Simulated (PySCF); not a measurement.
BF (charge −1, doublet)

| atom | x (Å) | y (Å) | z (Å) |
| --- | --- | --- | --- |
| B | 0.0000 | 0.0000 | -0.8617 |
| F | 0.0000 | 0.0000 | 0.4993 |

Method: PySCF, PBE0/def2-TZVPPD, non-relativistic Hamiltonian with scalar-relativistic core potentials where named, at a bond length of 1.361 Å.

What can the converged electron density, electron localisation function and spin density tell about the bonding?

B–F (1.36 Å): the density is about 2 e/Å³ at the midpoint; the ELF peaks at about 0.85 between the atoms (a polar covalent bond).
The unpaired spin (1 electron) lies mostly on B1 (about 0.9) and F2 (about 0.1), in electrons by Hirshfeld's partition.

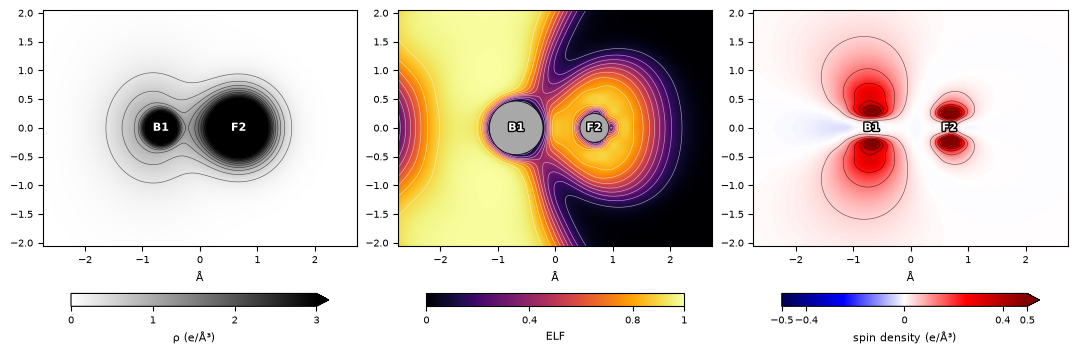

Computed electron density, electron localisation function and spin density on a plane that holds the molecular axis, in this order. Grey discs cover the atomic cores in the ELF map. 
